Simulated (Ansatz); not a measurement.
# BrF₂H₂InOSi: small, medium and large basis sets

Aim: see how fast density functionals converge with the basis set for BrF₂H₂InOSi.

Computed with Ansatz 0.2.0, Gaussian basis. Level: one geometry, several basis sets.

The runs, in order: PBE0-D4/def2-SVP; ωB97M-V/def2-SVP; PBE0-D4/def2-QZVPP; ωB97M-V/def2-QZVPP; the functionals' def2-TZVPP values are taken from earlier runs.

**1. Structure used throughout**

The geometry comes from an earlier relaxation with PBE0-D4 in a triple-zeta def2 set; it is a stationary point, not always the lowest conformer. In takes the def2 core potential; no spin-orbit term is included.

SMILES `F[Si](F)(Br)[O][InH2]`, 8 atoms, charge 0, spin multiplicity 1.

Atoms are counted from 1 here; the program's logs count them from 0.

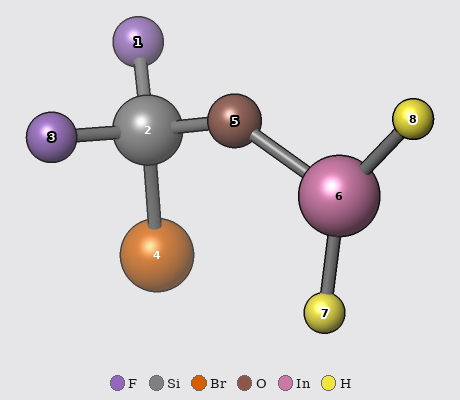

The structure; fluorine purple, silicon grey, bromine orange, oxygen brown, indium pink, hydrogen yellow; atoms are numbered from 1 in the order of the file.

As a file:

```
F    -2.6806   -0.2066   -0.0512
Si   -1.1886   -0.7204   -0.0033
F    -1.1993   -2.0058    0.9172
Br   -0.6683   -1.3922   -2.0394
O    -0.2055    0.3897    0.5351
In    1.6374    1.1611    0.2544
H     2.5565    0.2006   -0.8006
H     1.7484    2.5736    1.1878
```

**2. PBE0-D4 in def2-SVP**

Contents of in.yaml:

```yaml
crystal:
  periodic: [false, false, false]
  atoms:
    - {symbol: F, position_ang: [-2.680599, -0.206641, -0.051227]}
    - {symbol: Si, position_ang: [-1.188555, -0.720422, -0.003277]}
    - {symbol: F, position_ang: [-1.199348, -2.005812, 0.917192]}
    - {symbol: Br, position_ang: [-0.668260, -1.392173, -2.039417]}
    - {symbol: O, position_ang: [-0.205548, 0.389742, 0.535129]}
    - {symbol: In, position_ang: [1.637426, 1.161105, 0.254373]}
    - {symbol: H, position_ang: [2.556471, 0.200631, -0.800596]}
    - {symbol: H, position_ang: [1.748404, 2.573570, 1.187823]}
basis:
  gaussian: {orbitals: def2-SVP}
hamiltonian: {xc: pbe0, dispersion: d4}
output: {orbitals: {seedname: orbitals}}
```

Run with:

```bash
> ansatz run in.yaml --threads 2 --pin off --events-out ev --progress --plain --max-ram 32768MiB --backend cpu
```

Standard output:

```text
Functional definition: PBE0
  name "PBE0"
  cite "Adamo & Barone, J. Chem. Phys. 110, 6158 (1999) doi:10.1063/1.478522"
  cite "Perdew, Burke & Ernzerhof, Phys. Rev. Lett. 77, 3865 (1996) doi:10.1103/PhysRevLett.77.3865"
  parent pbe
  parameter a = 0.25
  parameter kappa = 0.804
  parameter beta = 0.06672455060314922
  exchange = (1 - a)*pbe_x(kappa = kappa, mu = beta*pi^2/3) + a*exact_x
  correlation = pbe_c(beta = beta)
1288 factors; integrals over basis functions are off by at most 5.0e-4 eV
mean field evaluation 1: about -90574.2406 eV, gradient 6.4e1 eV
mean field evaluation 2: about -90549.5408 eV, gradient 1.3e2 eV
mean field evaluation 4: about -90581.1819 eV, gradient 7.5e0 eV
mean field evaluation 8: about -90581.3052 eV, gradient 4.4e-1 eV
mean field evaluation 16: about -90581.3056 eV, gradient 9.8e-5 eV
mean field -90581.30562104 eV, -3328.8015833589 hartree, gradient 1.5e-5 eV, S^2 0.000000; 0 other end points of the search recorded, 0 dependent functions left out
reference -90581.30565709 eV, -3328.8015846838 hartree; 49, 49 occupied and 79, 79 virtual orbitals, 1288 factors
Total energy: -90581.52785057 eV, -3328.8097501437 hartree
```

Run time: 3.4 s. Hardware: 2 threads of AMD EPYC 7R13, shared host.

**3. ωB97M-V in def2-SVP**

Changes to in.yaml since step 2:

```diff
@@ -13,3 +13,3 @@
   gaussian: {orbitals: def2-SVP}
-hamiltonian: {xc: pbe0, dispersion: d4}
+hamiltonian: {xc: {name: wB97M-V}}
 output: {orbitals: {seedname: orbitals}}
```

The command is unchanged.

Standard output, shortened:

```text
Functional definition: wB97M-V
  name "wB97M-V"
  cite "Mardirossian & Head-Gordon, J. Chem. Phys. 144, 214110 (2016) doi:10.1063/1.4952647"
  cite "Becke, J. Chem. Phys. 107, 8554 (1997) doi:10.1063/1.475007"
  cite "Vydrov & Van Voorhis, J. Chem. Phys. 133, 244103 (2010) doi:10.1063/1.3521275"
  # Of w^i u^j: cxij and so on, Table III.
[...]
  gx(w, u) = 1 - cx + cx01*u + cx10*w
  gss(w, u) = css00 + css04*u^4 + css10*w + css20*w^2 + css43*w^4*u^3
  gos(w, u) = cos00 + cos10*w + (cos20 + cos21*u)*w^2 + (cos60 + cos61*u)*w^6
[...]
      + integral(e_c_pw_mod_opposite_spin*gos(b97_w_opposite, b97_u_opposite)) + vv10(b, c)
1288 factors; integrals over basis functions are off by at most 5.0e-4 eV
307 factors; integrals over basis functions are off by at most 6.1e-6 eV
[...]
mean field -90592.56108952 eV, -3329.2152141963 hartree, gradient 4.3e-5 eV, S^2 0.000000; 0 other end points of the search recorded, 0 dependent functions left out
reference -90592.56114638 eV, -3329.2152162860 hartree; 49, 49 occupied and 79, 79 virtual orbitals, 1288 factors
Total energy: -90592.56114638 eV, -3329.2152162860 hartree
```

Wall time 12 s (2 threads of AMD EPYC 7R13, shared host).

**4. PBE0-D4 in def2-QZVPP**

Changes to in.yaml since step 3:

```diff
@@ -12,4 +12,4 @@
 basis:
-  gaussian: {orbitals: def2-SVP}
-hamiltonian: {xc: {name: wB97M-V}}
+  gaussian: {orbitals: "def2-QZVPP.json"}
+hamiltonian: {xc: pbe0, dispersion: d4}
 output: {orbitals: {seedname: orbitals}}
```

Run with:

```bash
> ansatz run in.yaml --threads 2 --pin off --events-out ev --progress --plain --max-ram 32768MiB --backend cuda --devices 0, --max-vram 18GiB
```

Standard output:

```text
Functional definition: PBE0
  name "PBE0"
  cite "Adamo & Barone, J. Chem. Phys. 110, 6158 (1999) doi:10.1063/1.478522"
  cite "Perdew, Burke & Ernzerhof, Phys. Rev. Lett. 77, 3865 (1996) doi:10.1103/PhysRevLett.77.3865"
  parent pbe
  parameter a = 0.25
  parameter kappa = 0.804
  parameter beta = 0.06672455060314922
  exchange = (1 - a)*pbe_x(kappa = kappa, mu = beta*pi^2/3) + a*exact_x
  correlation = pbe_c(beta = beta)
2100 factors; their error is unknown
mean field evaluation 1: about -90596.2258 eV, gradient 7.5e1 eV
mean field evaluation 2: about -90555.8619 eV, gradient 1.6e2 eV
mean field evaluation 4: about -90604.5731 eV, gradient 1.2e1 eV
mean field evaluation 8: about -90604.7641 eV, gradient 3.1e-1 eV
mean field evaluation 16: about -90605.0010 eV, gradient 1.1e-4 eV
mean field -90605.00098113 eV, -3329.6723717810 hartree, gradient 4.2e-5 eV, S^2 0.000000; 0 other end points of the search recorded, 0 dependent functions left out
reference -90605.00102171 eV, -3329.6723732725 hartree; 49, 49 occupied and 423, 423 virtual orbitals, 2100 factors
Total energy: -90605.22321520 eV, -3329.6805387324 hartree
```

It took 6.5 s on 1 × H100 (card shared with other runs) with 2 threads of AMD EPYC 7R13, shared host; peak host memory 1.1 GiB.

**5. ωB97M-V in def2-QZVPP**

Changes to in.yaml since step 4:

```diff
@@ -13,3 +13,3 @@
   gaussian: {orbitals: "def2-QZVPP.json"}
-hamiltonian: {xc: pbe0, dispersion: d4}
+hamiltonian: {xc: {name: wB97M-V}}
 output: {orbitals: {seedname: orbitals}}
```

Launched as before.

Standard output, shortened:

```text
Functional definition: wB97M-V
  name "wB97M-V"
  cite "Mardirossian & Head-Gordon, J. Chem. Phys. 144, 214110 (2016) doi:10.1063/1.4952647"
  cite "Becke, J. Chem. Phys. 107, 8554 (1997) doi:10.1063/1.475007"
  cite "Vydrov & Van Voorhis, J. Chem. Phys. 133, 244103 (2010) doi:10.1063/1.3521275"
  # Of w^i u^j: cxij and so on, Table III.
[...]
  gx(w, u) = 1 - cx + cx01*u + cx10*w
  gss(w, u) = css00 + css04*u^4 + css10*w + css20*w^2 + css43*w^4*u^3
  gos(w, u) = cos00 + cos10*w + (cos20 + cos21*u)*w^2 + (cos60 + cos61*u)*w^6
[...]
      + integral(e_c_pw_mod_opposite_spin*gos(b97_w_opposite, b97_u_opposite)) + vv10(b, c)
2009 factors; their error is unknown
357 factors; integrals over basis functions are off by at most 2.3e-5 eV
[...]
mean field -90616.27446770 eV, -3330.0866647711 hartree, gradient 6.7e-5 eV, S^2 0.000000; 0 other end points of the search recorded, 0 dependent functions left out
reference -90616.27453440 eV, -3330.0866672221 hartree; 49, 49 occupied and 423, 423 virtual orbitals, 2009 factors
Total energy: -90616.27453440 eV, -3330.0866672221 hartree
```

Wall time 8.6 s (1 × H100 (card shared with other runs) with 2 threads of AMD EPYC 7R13, shared host); peak host memory 1.2 GiB.

**6. Density functionals: the series**

The def2-TZVPP values come from earlier runs at the same geometry.

```csv
functional,basis,functions,energy (eV),from the largest (eV),HOMO (eV),LUMO (eV)
PBE0-D4,def2-SVP,128,-90581.5279,23.695,-8.46,-2.13
PBE0-D4,def2-TZVPP,261,-90603.0195,2.204,-8.58,-2.18
PBE0-D4,def2-QZVPP,472,-90605.2232,0.000,-8.60,-2.18
ωB97M-V,def2-SVP,128,-90592.5611,23.713,-10.69,-0.54
ωB97M-V,def2-TZVPP,261,-90614.1743,2.100,-10.83,-0.68
ωB97M-V,def2-QZVPP,472,-90616.2745,0.000,-10.86,-0.71
```

**7. Results**

| quantity | value |
| --- | --- |
| PBE0-D4: double and triple zeta above quadruple | 23.70, 2.20 eV |
| ωB97M-V: double and triple zeta above quadruple | 23.71, 2.10 eV |

In words: For PBE0-D4 the step from double to triple zeta gains 21.49 eV and the next only 2.20 eV. These are total energies; as a rule much of such shifts cancels in differences, which this series doesn't test.
